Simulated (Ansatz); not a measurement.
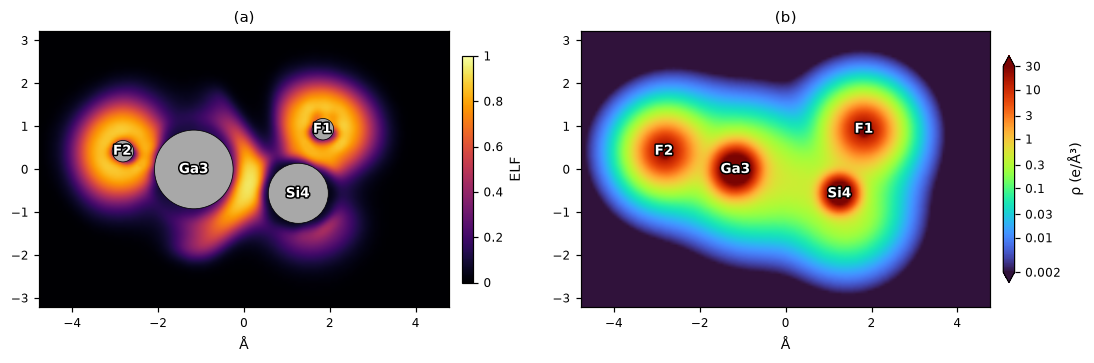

*F$_{2}$GaH$_{2}$Si (SMILES F[SiH2][Ga+][F]) (charge +1). (a) electron localisation function; (b) total electron density on the plane of atoms F1, Si4 and Ga3. Grey discs cover the atomic cores in the ELF map.*

Geometry: PBE0-D3(BJ)/def2-SVP.

The calculation used isolated molecule in a Gaussian basis; Kohn-Sham density functional theory, functional PBE0 (Ansatz).

Input file:

```
crystal:
  periodic: [false, false, false]
  atoms:
    - {symbol: F, position_ang: [-3.010849, 0.206749, -1.296550]}
    - {symbol: F, position_ang: [0.673061, -2.489211, -2.357724]}
    - {symbol: Ga, position_ang: [-0.238678, -1.079603, -2.062155]}
    - {symbol: Si, position_ang: [-1.628624, 0.946298, -1.617007]}
    - {symbol: H, position_ang: [-0.988136, 1.547975, -0.430741]}
    - {symbol: H, position_ang: [-1.621903, 1.658014, -2.910406]}
basis:
  gaussian:
    orbitals: def2-TZVPD
total_charge: 1
hamiltonian:
  xc: {name: PBE0}
output: {forces: true, orbitals: {seedname: orbitals}}
```

Launched as:

```sh
ansatz run input.yaml --threads 2 --pin off --max-ram 4350MiB --events-out events.jsonl --progress --plain --runs-dir runs
```

Q: Read the bonding off the picture.

A: Atoms in the plane: F, Ga and Si. Si–F (1.60 Å): ρ at the midpoint is about 1.2 e/Å³; the ELF peaks at about 0.85 in the valence shell of F, 0.6 Å from its nucleus, and is about 0.55 at the midpoint. Ga–F (1.70 Å): the density is about 1 e/Å³ at the midpoint; the ELF peaks at about 0.80 in the valence shell of F, 0.5 Å from its nucleus, and is about 0.20 at the midpoint. Ga–Si (2.50 Å): ρ is about 0.46 e/Å³ halfway; the ELF peaks at about 0.95 between the atoms (localised, covalent bonding). The ELF also peaks beside F2 and F1, away from the bonds: lone-pair regions.
